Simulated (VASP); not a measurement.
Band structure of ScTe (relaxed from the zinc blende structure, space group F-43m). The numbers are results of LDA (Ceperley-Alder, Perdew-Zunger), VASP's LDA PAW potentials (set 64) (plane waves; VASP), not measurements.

Unless said otherwise, spin-orbit coupling is left out, though it shifts the bands of the heavy elements here.

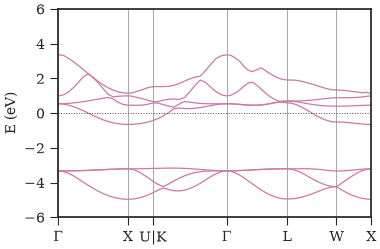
Figure. Bands along high-symmetry lines, zero at the valence-band maximum or, without a gap, the Fermi level

**Question.** Read the plot: is there a gap, and where are the band edges?

**Answer.** It has no gap at this level: it comes out as a metal or semimetal. (Edges off the drawn lines would not show.)

The structure was generated: ScTe was put into the zinc blende type (F-43m), which need not be its known phase. It was relaxed first, which changed the volume by -28 %. The electron count is odd and the run is not spin-polarised, which forces a metal.
